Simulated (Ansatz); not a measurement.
**H6OSi2···H2···H2O: density, localisation and related maps**

```xyz
14

Si   -0.3606   -1.4937   -0.0438
H     0.8130    0.8997    2.7252
H    -0.7692   -2.6457   -0.8987
H    -0.5807   -1.9056    1.3720
Si   -1.6341    0.3934   -0.5840
H     1.5540    0.6830   -0.4589
O     1.2607   -1.1739   -0.2913
H     0.9347    1.2568    2.0797
O     1.2834    1.6128   -0.4577
H    -1.5473    1.4666    0.4322
H    -1.3030    0.9007   -1.9401
H    -3.0397   -0.1107   -0.6204
H     1.8864   -1.8326    0.0145
H     1.5023    1.9493   -1.3287
```

The product side of a reaction path; geometry: PBE0-D4/def2-TZVP; a saddle point, not a minimum.

All numbers below come from RKS PBE0-D4/def2-TZVPP in Ansatz 0.2.0.

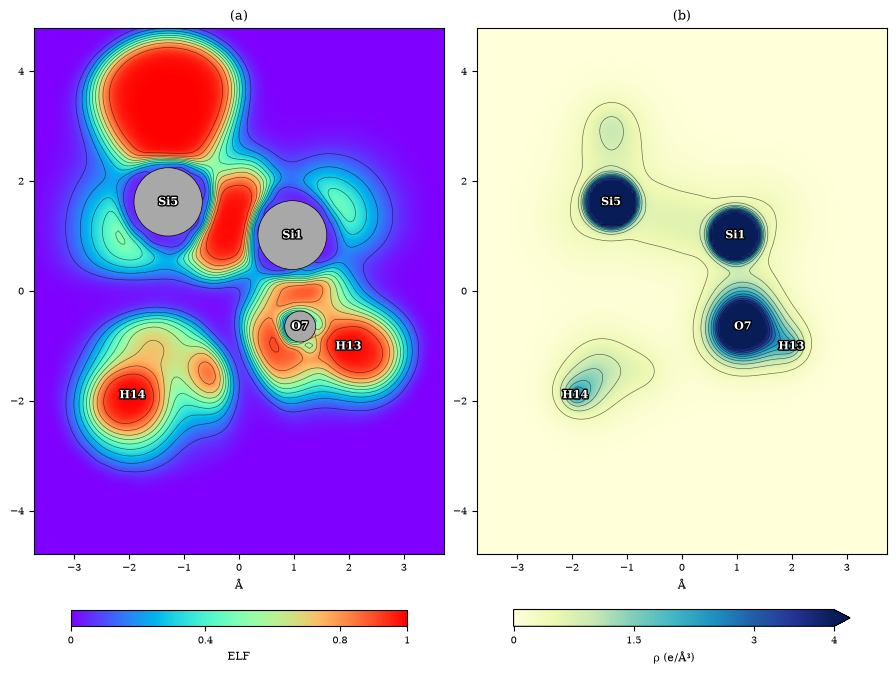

Figure 1. (a) ELF; (b) electron density on the plane of atoms Si5, Si1 and O7. Grey discs cover the atomic cores in the ELF map.

Interpret the plot.

Answer. The plane passes through Si, O and H nuclei.
Si–O (1.67 Å): ρ at the midpoint is about 1.1 e/Å³; the ELF peaks at about 0.90 between the atoms; a polar covalent bond.
Si–Si (2.34 Å): the density is about 0.65 e/Å³ at the midpoint; the ELF peaks at about 1 between the atoms: a shared electron pair.
O–H (0.96 Å): ρ at the midpoint is about 3.8 e/Å³; the ELF climbs to about 1 towards the hydrogen, as it does in any bond to H; a covalent bond by its length.

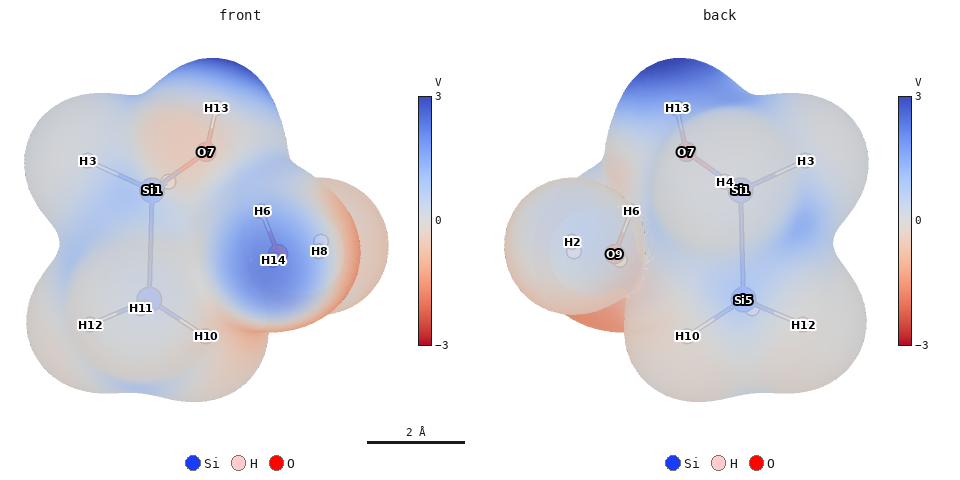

Figure 2. The electrostatic potential painted on the density surface at 0.002 e/bohr³, seen from the front and from behind; the colour scale runs from red (negative) to blue (positive).

Describe the electrostatic potential map.

Answer. The most negative region (about −1.6 V, or −37 kcal/mol for a unit charge) lies over O9, the most positive (about +2.9 V, or +67 kcal/mol for a unit charge) over H13. O9 is the likeliest acceptor of a hydrogen bond.

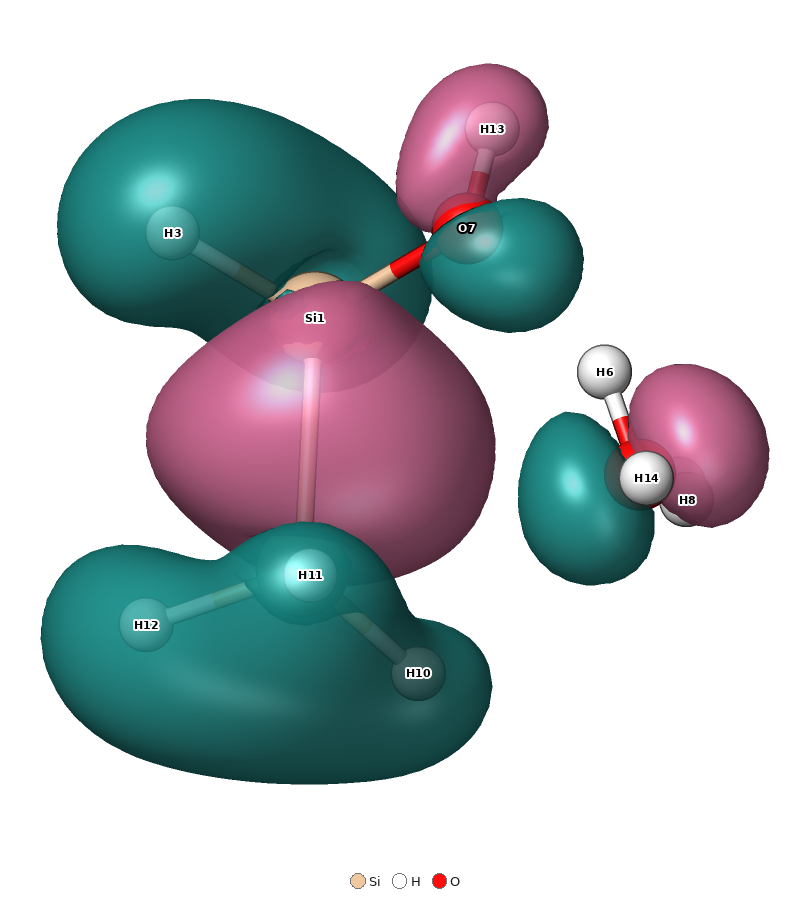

Figure 3. The HOMO at ±0.06 Å⁻³ᐟ² (teal and pink are the two phases), seen at a tilt.

Describe this orbital and give its energy.

Answer. Its weight (Hirshfeld) is mainly on Si5 (about 35 %), Si1 (about 35 %) and H3 (about 5 %). Its energy is −8.17 eV.
